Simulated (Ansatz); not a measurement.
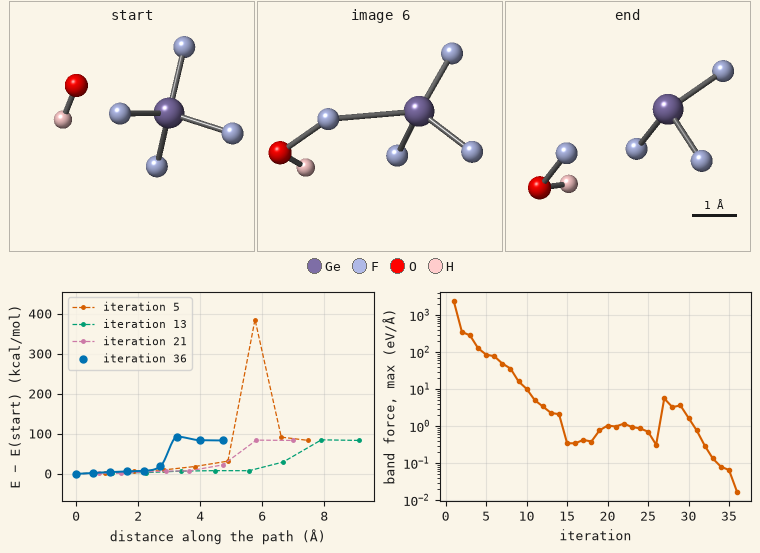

A search for the minimum-energy path of GeHOF$_{4}$ (multiplicity 2), made up at the start of GeF4 and HO by the nudged elastic band. Images are numbered from 0 (start) to 8 (end). The plot follows the band through its iterations. The picture is a ball-and-stick view, seen at a tilt.

Method: UKS BHLYP-D4/def2-SVP in Ansatz. Run with 7 movable images; climbing image; force threshold 0.05 eV/Å; iteration limit 60; starting path through a guess of the saddle point.

Question: Did the band converge, and can the barrier be trusted?

Answer: The run is converged, with reservations. The band converged in 36 iterations. The largest component of the band force went from 2400 to 0.017 eV/Å. The climbing image converged on the top of the path. Its vibrational analysis gives 2 imaginary modes over 30i cm⁻¹, so it isn't confirmed as a transition state. The first iteration put the highest image at 7122.5 kcal/mol. The highest point, image 6, lies 92.6 kcal/mol above the start and 9.3 kcal/mol above the end; the end is at +83.2 kcal/mol relative to the start.

Limits of the set-up: the start holds two separate molecules, 2.4 Å apart at their closest, whose relative position is a soft coordinate.

The run took 6.9 min on 4 threads of AMD EPYC 9R45 96-Core Processor (Zen 5), with other jobs on the host, peak memory 0.46 GiB.
